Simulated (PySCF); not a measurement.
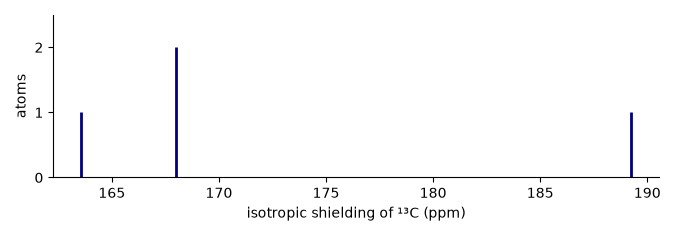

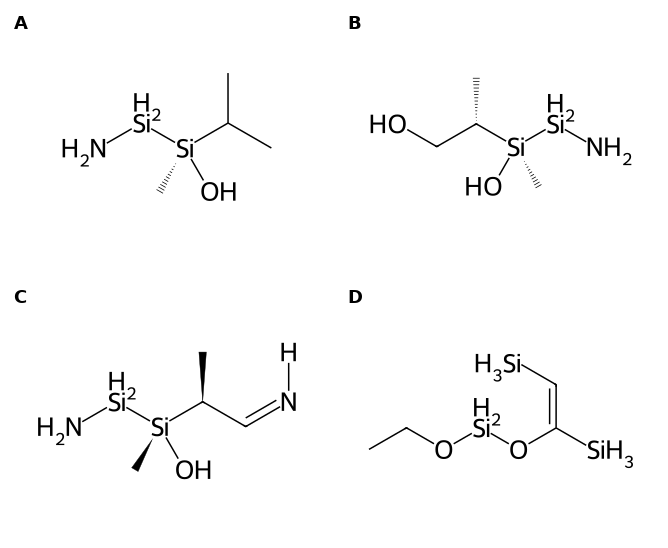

The sticks are computed shieldings of one of the molecules, for one fixed geometry (GFN2-xTB) without averaging over rotations. Low shielding means a high chemical shift. Method: GIAO PBE0/pcSseg-1 NMR shielding, non-relativistic, gas phase (PySCF 2.14.0).

Question: Match the spectrum to a structure.

Answer: A, `CC(C)[Si@@](C)(O)[SiH2]N`. Its 4 C atoms give lines at 163.5, 168.0 (2 atoms), 189.3 ppm.

The geometry is semi-empirical. Around Si such bond lengths and angles can be off by a tenth of an ångström or more and by several degrees, and values that hang on the shape move with them.
